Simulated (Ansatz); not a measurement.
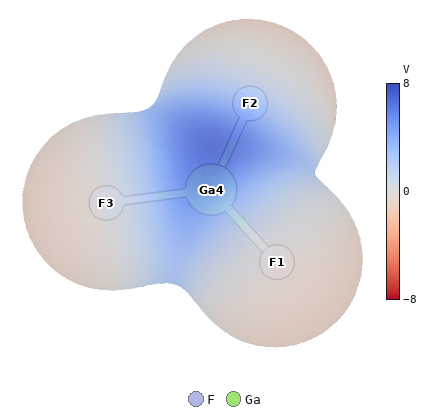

*F$_{3}$Ga (SMILES [F][Ga]([F])[F]). The electrostatic potential painted on the density surface at 0.004 e/bohr³, seen at a tilt; the colour scale runs from red (negative) to blue (positive).*

Geometry: PBE0-D4/def2-SVP.

These are results of isolated molecule in a Gaussian basis; Kohn-Sham density functional theory, functional PBE0 (Ansatz), not measurements.

Which sites attract a positive test charge, and which a negative one?

A positive charge is drawn to the negative regions and a negative charge to the positive ones. The most negative region (about −0.8 V) lies over F1, F2 and F3, the most positive (about +6.7 V) over Ga4.
